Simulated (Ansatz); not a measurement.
## Dissociation curves of AlOF2 (SMILES [O][Al]([F])[F])

The species is AlOF2 (4 atoms), meant as a doublet with charge 0. SMILES: `[O][Al]([F])[F]`. Geometry: relaxed at PBE0-D4/def2-TZVP.

```xyz
4

O     0.6829   -0.9109    1.2600
Al   -0.0006    0.0043   -0.0324
F    -1.4772   -0.4016   -0.5925
F     0.8504    1.2479   -0.6553
```

The Al2–F4 distance is scanned; the parts on either side stay rigid. Basis STO-3G, 8 core orbitals frozen in the correlated methods; program Ansatz 0.2.0. FCI is exact within this basis and core. Energies in eV from each method's value at 1.631 Å; open shells run as named. The shape above is that at 1.631 Å.

```
distance (Å)  UPBE0  UB3LYP  RPA@PBE  UCCSDT  UCCSDT(Q)   FCI
       1.631   0.00    0.00     0.00    0.00       0.00  0.00
       2.038   1.72    1.65     1.42    1.63       1.63  1.63
       2.446   4.08    3.97     2.96    3.55       3.53  3.54
       4.076   5.54    5.56     3.53    4.17       4.11  4.16
```

Departure from the FCI curve at its largest: UPBE0 +1.38 eV at 4.08 Å; UB3LYP +1.40 eV at 4.08 Å; RPA@PBE -0.63 eV at 4.08 Å; UCCSDT +0.01 eV at 4.08 Å; UCCSDT(Q) -0.05 eV at 4.08 Å. For the functionals part of the departure is owed to the small basis.

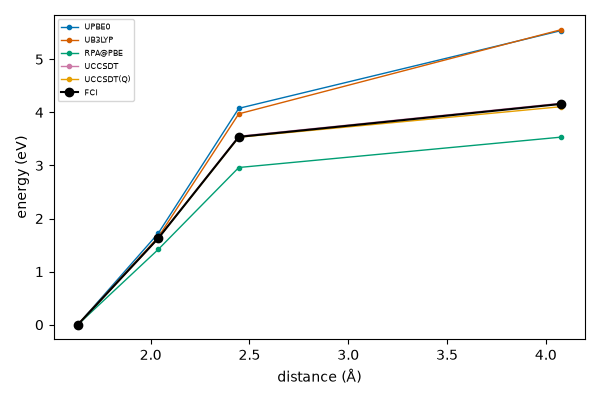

The curves of the table.
